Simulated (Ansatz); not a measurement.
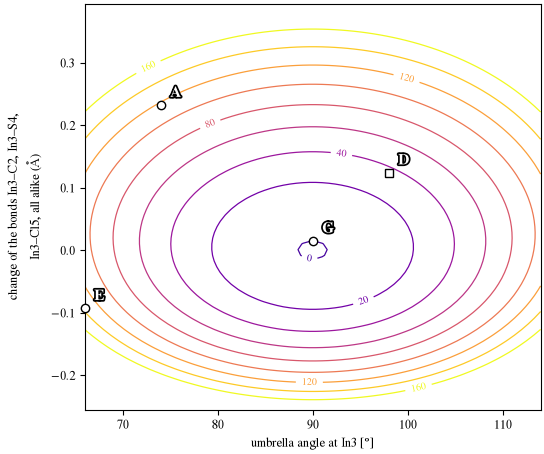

CH₃ClFInS, SMILES F[CH2][In]([SH])[Cl]. First axis: umbrella angle at In3 (between each of its bonds and their common axis; 90 is planar). Second axis: change of the bonds In3–C2, In3–S4, In3–Cl5, all alike. Nothing is relaxed (all other coordinates rigid). The grid has 13 × 13 points. Points are written as (first, second). All energies are given in kJ/mol relative to the lowest grid point. These are results of RHF/def2-SVP in Ansatz, not measurements.

The picture shows contour lines labelled in kJ/mol (none above 160), lettered points. Between grid points the surface is interpolated.

Question: What kind of point is each of A, D, G: minimum, saddle, maximum or slope?

Answer: A: on a slope; D: on a slope; G: minimum. (In these two coordinates alone; a stationary point may lie a little off the grid point.)

Question: Rank the lettered points by energy, lowest first.

Answer: G (0 kJ/mol), D (36 kJ/mol), A (117 kJ/mol), E (137 kJ/mol).
